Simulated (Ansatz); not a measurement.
All values below come from PBE (plane waves to 420 eV, PAW; Ansatz, a program for electronic structure).

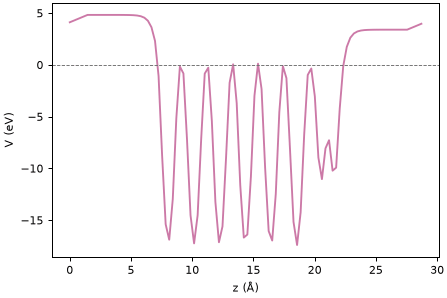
Figure. Electrostatic potential energy of an electron, averaged over planes parallel to the surface, in eV from the Fermi level, for a constructed model of the (111) surface of fcc Cu, a pseudomorphic layer of Sn in the host's stacking (bottom of the slab: a bare face, its two planes held)

Slab: 7 atoms, 12.9 Å thick at the start with caps and adatoms (thin: gaps and levels are the slab's own); k 17x17x1, smearing 0.1 eV, dipole-corrected; 2 atoms held, the rest relaxed; symmetry of the start imposed; no spin, no spin-orbit, no U. It is one candidate, not shown to be the stable structure of the face.

**Question.** The surface cell has an area of 5.71 Å². What dipole along the normal does the step between the two vacuum levels imply?

**Answer.** the top vacuum level lies 1.43 eV below the bottom one; p = −ε₀ A ΔV (ε₀ = 0.005526 e/(V·Å)) gives 0.04 e·Å a cell.
